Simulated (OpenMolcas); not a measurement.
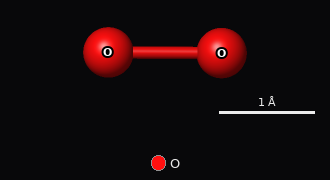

Figure 1. The structure (ball-and-stick view, seen on its broad side).

**Excited-state calculation of O₂ (part 1 of 2)**

O₂, multiplicity 3, computed with CASPT2/cc-pVDZ-DK, DKH2 (OpenMolcas 26.06).

The geometry comes from this level: PBE0-D4/def2-TZVP.

What the program printed:
```
--- Start Module: gateway ---

                                              &GATEWAY

                       available to each process: 1.9 GB of memory, 1 thread

++    Symmetry information:
      ---------------------

                    Character Table for C1

                             E
                    a        1  x, y, xy, Rz, z, xz, Ry, yz, Rx, I
--

++    Basis set information:
      ----------------------

      Basis set label: O.CC-PVDZ-DK.........

      Electronic valence basis set:
      ------------------
      Associated Effective Charge   8.000000 au
      Associated Actual Charge      8.000000 au
      Nuclear Model: Point charge

      Shell  nPrim  nBasis  Cartesian Spherical Contaminant
         s       9       3        X
         p       4       2        X
         d       1       1                 X
--

++    Molecular structure info:
      -------------------------

                    ************************************************
                    **** Cartesian Coordinates / bohr, angstrom ****
                    ************************************************

     Center  Label                x              y              z                     x              y              z
        1      O1               0.962910      -0.311521       0.495959              0.509550      -0.164850       0.262450
        2      O2              -0.962910       0.311521      -0.495959             -0.509550       0.164850      -0.262450
--

            Nuclear Potential Energy             28.39299303 au

--- Stop Module: gateway /rc=_RC_ALL_IS_WELL_ ---

--- Start Module: seward ---

                                              &SEWARD

                       available to each process: 1.9 GB of memory, 1 thread

               SEWARD will generate:
                  Multipole Moment integrals up to order  2
                  Kinetic Energy integrals
                  Nuclear Attraction integrals (point charge)
                  One-Electron Hamiltonian integrals
                  Velocity integrals
                  Relativistic Douglas-Kroll-Hess integrals:
                    - Parametrization         : EXP
                    - DKH order of Hamiltonian: 2
                    - DKH order of Properties : 0
                         - multipole moment operators
                         - electric potential operators
                         - contact operators
                  Orbital angular momentum around ( -0.0000   0.0000   0.0000 )
                  Velocity quadrupole around ( -0.0000   0.0000   0.0000 )
                  RI decomposed two-electron repulsion integrals stored Cholesky style
                   - acCD auxiliary basis
                   - CD Threshold:   1.00E-04

                   Integrals are discarded if absolute value <: 1.00E-14
                   Integral cutoff threshold is set to       <: 1.00E-16

            Nuclear Potential Energy             28.39299303 au

      Basis set specifications :
      Symmetry species         a
      Basis functions           28

--- Stop Module: seward /rc=_RC_ALL_IS_WELL_ ---

--- Start Module: rasscf ---

                                              &RASSCF

                       available to each process: 1.9 GB of memory, 1 thread

      Header of the ONEINT file:
      --------------------------

      OrdInt status: non-squared

      Cartesian coordinates in angstrom:
      -----------------------------------------------------
      No.  Label        X            Y            Z
      -----------------------------------------------------
       1   O1         0.50955000  -0.16485000   0.26245000
       2   O2        -0.50955000   0.16485000  -0.26245000
      -----------------------------------------------------
      Nuclear repulsion energy =   28.39299303

++    Wave function specifications:
      -----------------------------

      Number of closed shell electrons           4
      Number of electrons in active shells      12
      Max number of holes in RAS1 space          0
      Max nr of electrons in RAS3 space          0
      Number of inactive orbitals                2
      Number of active orbitals                  8
      Number of secondary orbitals              18
      Spin quantum number                      1.0
      State symmetry                             1
--

++    Orbital specifications:
      -----------------------

      Symmetry species                           1
                                                 a
      Frozen orbitals                            0
      Inactive orbitals                          2
      Active orbitals                            8
      RAS1 orbitals                              0
      RAS2 orbitals                              8
      RAS3 orbitals                              0
      Secondary orbitals                        18
      Deleted orbitals                           0
      Number of basis functions                 28
--

++    CI expansion specifications:
      ----------------------------

      Number of CSFs                           378
      Number of determinants                   448
      Number of root(s) required                 3
      Root chosen for geometry opt.              3
      CI roots used                              1     2     3
      weights                                0.333 0.333 0.333
      highest root included in the CI            3
      max. size of the explicit Hamiltonian    200
--

++    Optimization specifications:
      ----------------------------

      RASSCF algorithm: LK RI/DF
      Maximum number of macro iterations       200
      Maximum number of SX iterations          100
      Threshold for RASSCF energy            1.000E-08
      Threshold for max MO rotation          1.000E-01
      Threshold for max BLB element          1.000E-04
      Level shift parameter                  5.000E-01
      Make Quasi-Newton update
--

      The MO-coefficients are taken from the file:
      step2.RasOrb
      Title: RASSCF average (pseudo-natural) orbitals

      Total molecular charge    0.00

      ************************************************************************************************************************
      *                                            Wave function control section                                             *
      ************************************************************************************************************************

                                         RASSCF iterations: Energy and convergence statistics
                                         ----------------------------------------------------

          iter iter root      energy       change     param      element    value   shift minimum  type update hh:mm:ss
 Nr of preliminary CI iterations:   4
        1   1    4    0  -149.65961909    0.00E+00   1.38E-04    1  10 1  1.50E-04*  0.00   0.00    SX    NO    0:00:00
        2   1    4    0  -149.65961910   -8.55E-09  -3.08E-05    5  17 1  1.08E-05   0.00   0.00    SX    NO    0:00:00
        3   1    3    0  -149.65961910   -3.15E-10   7.62E-06    5  17 1  3.07E-06   0.00   0.00    SX    NO    0:00:00
        4   4    4    0  -149.65961939   -2.95E-07*  1.22E-04    1  10 1 -1.41E-04*  0.00   0.00    SX    NO    0:00:00
        5   2    4    0  -149.65961940   -6.25E-09  -5.07E-05    4  11 1  1.07E-05   0.00   1.26    QN   YES    0:00:00
      Convergence after  5 iterations
        6   1    4    0  -149.65961940   -4.51E-10  -5.07E-05    1  10 1  7.56E-06   0.00   1.26    QN   YES    0:00:00

      ************************************************************************************************************************
                                                      Wave function printout:
                       occupation of active orbitals, and spin coupling of open shells (u,d: Spin up or down)
      ************************************************************************************************************************

      Note: transformation to natural orbitals
      has been made, which may change the order of the CSFs.

      printout of CI-coefficients larger than  0.05 for root  1
      energy=    -149.815318
      conf/sym  11111111     Coeff  Weight
             1  22222uu0  -0.97079 0.94244
            18  222uu220  -0.15331 0.02351
            49  22u2du2u   0.06810 0.00464
            54  22u2uu2d   0.07910 0.00626
           118  22ud22uu   0.06810 0.00464
           139  22022uu2   0.07981 0.00637
           176  22uu22ud   0.07910 0.00626

      printout of CI-coefficients larger than  0.05 for root  2
      energy=    -149.581770
      conf/sym  11111111     Coeff  Weight
             2  2222u2u0  -0.70081 0.49114
            17  222u2u20  -0.70081 0.49114
           140  2202u2u2   0.07502 0.00563
           282  220u2u22   0.07502 0.00563

      printout of CI-coefficients larger than  0.05 for root  3
      energy=    -149.581770
      conf/sym  11111111     Coeff  Weight
             3  2222uu20   0.70081 0.49114
            16  222u22u0  -0.70081 0.49114
           141  2202uu22  -0.07502 0.00563
           281  220u22u2   0.07502 0.00563

      Natural orbitals and occupation numbers for root  1
      sym 1:   1.999097   1.997240   1.961799   1.962959   1.962959   1.036514   1.036514   0.042919

      Natural orbitals and occupation numbers for root  2
      sym 1:   1.999314   1.997861   1.975239   1.500627   1.500627   1.498712   1.498712   0.028908

      Natural orbitals and occupation numbers for root  3
      sym 1:   1.999314   1.997861   1.975239   1.500627   1.500627   1.498712   1.498712   0.028908

      ************************************************************************************************************************
      *                                                    Final results                                                     *
      ************************************************************************************************************************

++    Final optimization conditions:
      ------------------------------

      Average CI energy                            -149.65961940
      RASSCF energy for state  3                   -149.58176991
      Super-CI energy                                -0.00000000
      RASSCF energy change                            0.00000000
      Max change in MO coefficients              -1.474E-04
      Max non-diagonal density matrix element    -5.065E-05
      Maximum BLB matrix element                  7.563E-06
      (orbital pair   1,  10 in symmetry   1)
      Norm of electronic gradient            3.487E-02
--

      Final state energy(ies):
      ------------------------

::    RASSCF root number  1 Total energy:   -149.81531837
::    RASSCF root number  2 Total energy:   -149.58176991
::    RASSCF root number  3 Total energy:   -149.58176991
      Von Neumann Entropy (Root   1) =  1.18469

      Mulliken population analysis for root number:  1
      -----------------------------------------------

++    Molecular charges:
      ------------------

      Mulliken charges per centre
      ---------------------------

                O1      O2
      Total    8.0000  8.0000

      N-E      0.0000 -0.0000

      Total electronic charge=   16.000000

      Total            charge=   -0.000000
--

      Expectation values of various properties for root number:  1
      -----------------------------------------------------------

++    Molecular properties:
      ---------------------

      Charge (e):
                      =   -0.0000
      Dipole Moment (debye):
      Origin of the operator (angstrom)=   -0.0000    0.0000    0.0000
                   X=  2.6982E-12               Y= -1.0959E-12               Z=  1.4389E-12           Total=  3.2483E-12
      Quadrupole Moment (debye*angstrom):
      Origin of the operator (angstrom)=   -0.0000    0.0000    0.0000
                  XX= -1.0264E+01              XY=  1.7592E-01              XZ= -2.8008E-01              YY= -9.7776E+00
                  YZ=  9.0612E-02              ZZ= -9.8649E+00
      In traceless form (debye*angstrom)
                  XX= -4.4319E-01              XY=  2.6389E-01              XZ= -4.2012E-01              YY=  2.8710E-01
                  YZ=  1.3592E-01              ZZ=  1.5609E-01
--

      Mulliken spin population analysis for root number:  1
      ---------------------------------------------------

++    Molecular charges:
      ------------------

      Mulliken spin population per centre
      ---------------------------

                O1      O2
      Total    1.0000  1.0000

      Total electronic spin=    2.000000
--

      Von Neumann Entropy (Root   2) =  1.35393

      Mulliken population analysis for root number:  2
      -----------------------------------------------

++    Molecular charges:
      ------------------

      Mulliken charges per centre
      ---------------------------

                O1      O2
      Total    8.0000  8.0000

      N-E      0.0000 -0.0000

      Total electronic charge=   16.000000

      Total            charge=   -0.000000
--

      Expectation values of various properties for root number:  2
      -----------------------------------------------------------

++    Molecular properties:
      ---------------------

      Charge (e):
                      =   -0.0000
      Dipole Moment (debye):
      Origin of the operator (angstrom)=   -0.0000    0.0000    0.0000
                   X= -2.1719E-11               Y=  7.3752E-12               Z= -1.1873E-11           Total=  2.5828E-11
      Quadrupole Moment (debye*angstrom):
      Origin of the operator (angstrom)=   -0.0000    0.0000    0.0000
                  XX= -1.0741E+01              XY=  3.6785E-01              XZ= -5.8563E-01              YY= -9.7230E+00
                  YZ=  1.8946E-01              ZZ= -9.9056E+00
      In traceless form (debye*angstrom)
                  XX= -9.2669E-01              XY=  5.5177E-01              XZ= -8.7844E-01              YY=  6.0032E-01
                  YZ=  2.8419E-01              ZZ=  3.2637E-01
--

      Mulliken spin population analysis for root number:  2
      ---------------------------------------------------

++    Molecular charges:
      ------------------

      Mulliken spin population per centre
      ---------------------------

                O1      O2
      Total    1.0000  1.0000

      Total electronic spin=    2.000000
--

      Von Neumann Entropy (Root   3) =  1.35393

      Mulliken population analysis for root number:  3
      -----------------------------------------------

++    Molecular charges:
      ------------------

      Mulliken charges per centre
      ---------------------------

                O1      O2
      Total    8.0000  8.0000

      N-E      0.0000 -0.0000

      Total electronic charge=   16.000000

      Total            charge=   -0.000000
--

      Expectation values of various properties for root number:  3
      -----------------------------------------------------------

++    Molecular properties:
      ---------------------

      Charge (e):
                      =   -0.0000
      Dipole Moment (debye):
      Origin of the operator (angstrom)=   -0.0000    0.0000    0.0000
                   X= -2.2277E-11               Y=  7.5330E-12               Z= -1.2119E-11           Total=  2.6455E-11
      Quadrupole Moment (debye*angstrom):
      Origin of the operator (angstrom)=   -0.0000    0.0000    0.0000
                  XX= -1.0741E+01              XY=  3.6785E-01              XZ= -5.8563E-01              YY= -9.7230E+00
                  YZ=  1.8946E-01              ZZ= -9.9056E+00
      In traceless form (debye*angstrom)
                  XX= -9.2669E-01              XY=  5.5177E-01              XZ= -8.7844E-01              YY=  6.0032E-01
                  YZ=  2.8420E-01              ZZ=  3.2637E-01
--

      Mulliken spin population analysis for root number:  3
      ---------------------------------------------------

++    Molecular charges:
      ------------------
```
